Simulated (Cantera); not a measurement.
A closed system holds: 1 mol Si₃N₄, 0.014 mol CO₂, 3.4 mol N₂, held at 1 atm.

Cantera equilibrium calculation (NASA polynomials, part measured and part estimated; ideal gas, pure solids and liquids). Candidate condensed phases: C, Si, SiC, SiO₂, Si₂N₂O, Si₃N₄; 34 gas species. Mutual solubility and eutectic melting of coexisting phases are not modelled. The tables' values for SiN are old estimates; treat these amounts as uncertain. The numbers say what is thermodynamically allowed, not how fast it happens.

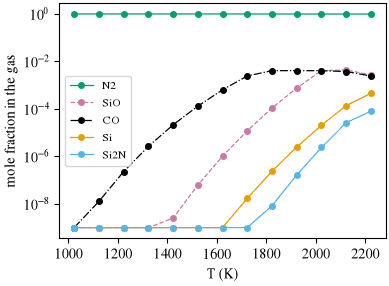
Figure. Equilibrium gas composition (values under 1e-9 drawn at 1e-9)

From 1023 K to 1623 K the condensed part is C(graphite) + Si₂N₂O(s) + Si₃N₄(s). At 1723 K the condensed part is SiC(s) + Si₂N₂O(s) + Si₃N₄(s). From 1823 K to 1923 K the condensed part is Si₂N₂O(s) + Si₃N₄(s). At 2023 K the condensed part is Si₃N₄(s). At 2123 K the condensed part is SiC(s) + Si₃N₄(s). At 2223 K the condensed part is Si(l) + SiC(s).
